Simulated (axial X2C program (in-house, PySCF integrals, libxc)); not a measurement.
## Run report: SAl⁺, relativistic diatomic calculation

- system: SAl⁺, single determinant with Ω = 2.
- method: PBE0, two-component X2C with atomic mean-field Coulomb and Gaunt terms, S dyall-av3z, Al dyall-v3z (cores contracted) (axial X2C program (in-house, PySCF integrals, libxc))

### Results in brief

- outcome: converged
- bond length rₑ: 2.186 Å
- ωₑ: 460.8 cm⁻¹
- energy at the minimum: −641.50401 hartree
- depth below the fragments: 1.11 eV
- hardware: 1 thread of Arm Neoverse V2, 24 GiB of memory available, shared host
- wall time: 2.1 s

### Input file
```
{"zs": [16, 13], "q": 1, "bas": ["dyall-av3z", "dyall-v3z"], "levels": ["PBE0", "HF", "TPSSh"], "cc": true, "r0": 2.07, "thr": -2.0, "nmax": 90, "npts": 10, "nst": 2, "ntry": 6}
```

The line is the task of a batch: nuclear charges, charge, bases, the levels to run, a first guess of the distance and further settings. This report covers PBE0 with spin-orbit coupling. The log is that of the reference distance 2.2 Å, started from orbitals converged before.

The run was one of a batch that the task file lists, launched with:
```bash
python <driver script> task.json out
```

### The program's output
```
two-component X2C + atomic mean field  PBE0
basis functions 111  fitting functions 625  grid points 4359
iter        total energy     max residual
   1       -641.503975081     1.56e-05
   2       -641.503975098     7.19e-06
   3       -641.503975101     4.28e-06
   4       -641.503975103     1.78e-06
converged
one-electron -980.96359819  Coulomb 333.46337422  exact exchange -10.76473627  xc functional -33.18179733  nuclear repulsion 50.03129994  atomic mean-field constant -0.08851747
```

### The points of the curve

| R (Å) | E (hartree) | dipole (D; origin at the first atom, positive when the second is positive) | highest filled (eV) | lowest empty (eV) |
| --- | --- | --- | --- | --- |
| 1.914 | −641.478570 | 7.77 | −13.77 | −11.96 |
| 2.002 | −641.494060 | 8.26 | −13.84 | −11.66 |
| 2.068 | −641.500371 | 8.61 | −13.87 | −11.46 |
| 2.134 | −641.503378 | 8.95 | −13.80 | −11.27 |
| 2.200 | −641.503975 | 9.26 | −13.62 | −11.09 |
| 2.277 | −641.502550 | 9.61 | −13.43 | −10.90 |
| 2.354 | −641.499687 | 9.92 | −13.27 | −10.73 |
| 2.453 | −641.494938 | 10.29 | −13.08 | −10.68 |
| 2.574 | −641.488791 | 10.71 | −12.89 | −10.65 |
| 2.750 | −641.480952 | 11.34 | −12.65 | −10.51 |

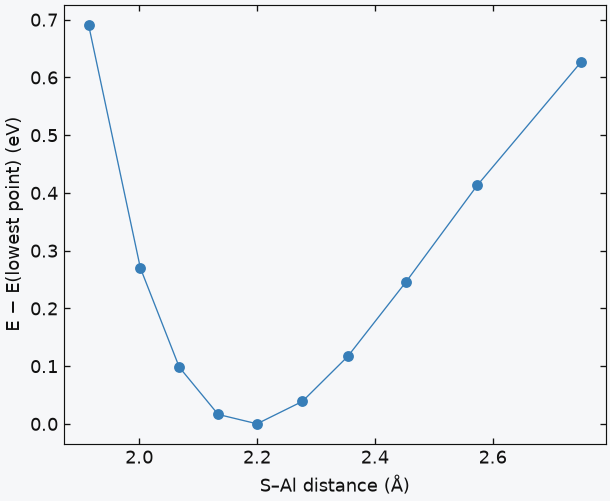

Fig. 1: Energy at 10 bond lengths, for one set of occupations held fixed; the line joins the points. A polynomial of degree 6 through 9 points gives rₑ = 2.186 Å, ωₑ = 460.8 cm⁻¹, ωₑxₑ = 4.6 cm⁻¹ and Bₑ = 0.2410 cm⁻¹. The minimum lies 1.11 eV below S + Al⁺, each computed as one determinant at the same level.

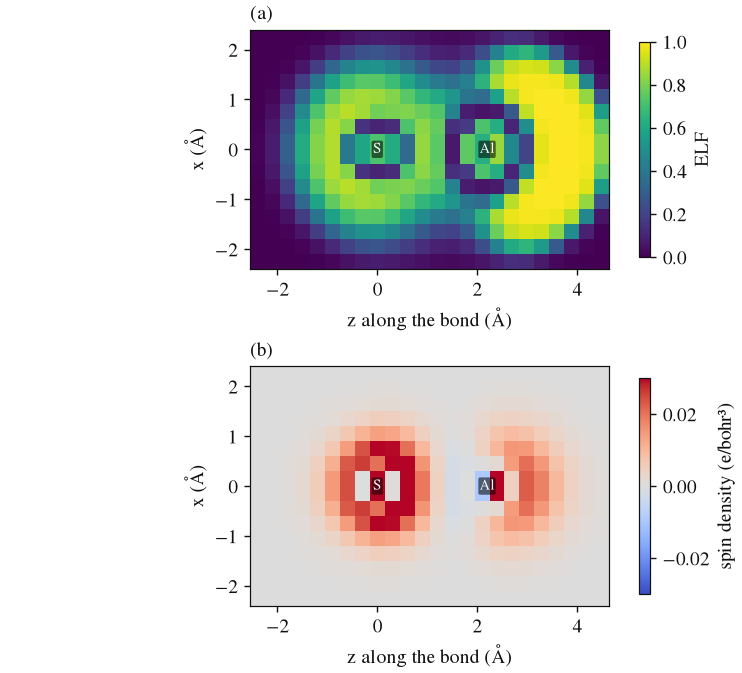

Fig. 2: (a) electron localisation function; (b) spin density, in a plane that holds the axis, at 2.20 Å, on points 0.3 Å apart (one half computed, the other mirrored); the structure near the nuclei is finer than these points.

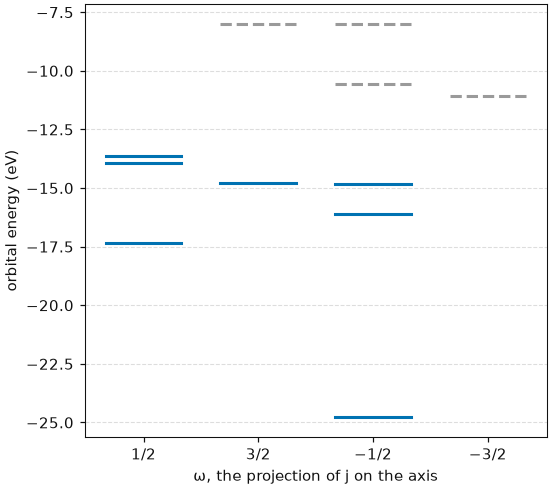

Fig. 3: Orbital energies near the frontier at 2.20 Å, filled (solid) and empty (dashed). The highest filled spinor (1/2; 83 % S p, 9 % Al p) lies at −13.62 eV, the lowest empty one (−3/2; 80 % S p, 13 % Al p) at −11.09 eV.
